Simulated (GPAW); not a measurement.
The Zn K edge of atom 1 in MnZn (Pm-3m), with 8 Mn at 2.66 Å and 6 Zn at 3.07 Å (cube and octahedron, as in bcc, site symmetry m-3m), was computed in 2 ways: excited-electron core hole (neutral cell) and no core hole. Program and functional: GPAW, LDA, Gaussian full width 1.67 eV up to 4 eV, rising linearly to 3.5 eV at 25 eV; cells of 2 and 16 atoms (the run without a hole in the smaller).

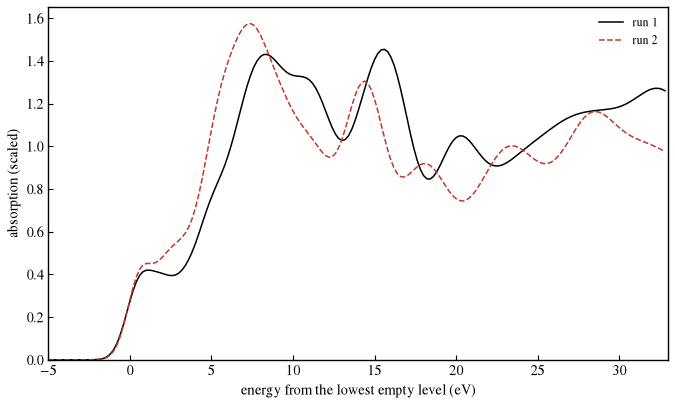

Each run is counted from its own lowest empty level or Fermi level and scaled to a mean of 1 over its first 20 eV.

Question: Which run is which?

Run 1: no core hole (area from −2 to 6 eV 3.3, main maxima 8.4 eV (1.43), 15.6 eV (1.45) and 20.2 eV (1.05)). Run 2: excited-electron core hole (neutral cell) (area from −2 to 6 eV 4.3, main maxima 7.4 eV (1.57), 14.4 eV (1.31), 23.4 eV (1.00) and 28.6 eV (1.16)). With each curve scaled to its own mean, the area from −2 to 6 eV with the hole is 4.3 against 3.3, and the centre of weight from −1 to 20 eV moves by -0.7 eV: the hole pulls the absorber's empty states down.

[Hosts, paths, dates, database ids (printed as entryN), source tags and the programs' standing remarks are cut or masked in the printed files.]

[Lists of maxima count a maximum above −3 eV only where it reaches 4 % of the highest in the window and stands out from its surroundings by 2 % of it (1.5 % where it reaches 55 %); shoulders and weaker maxima are passed over, and of the rest the first, up to two pre-edge ones and the few strongest are named.]
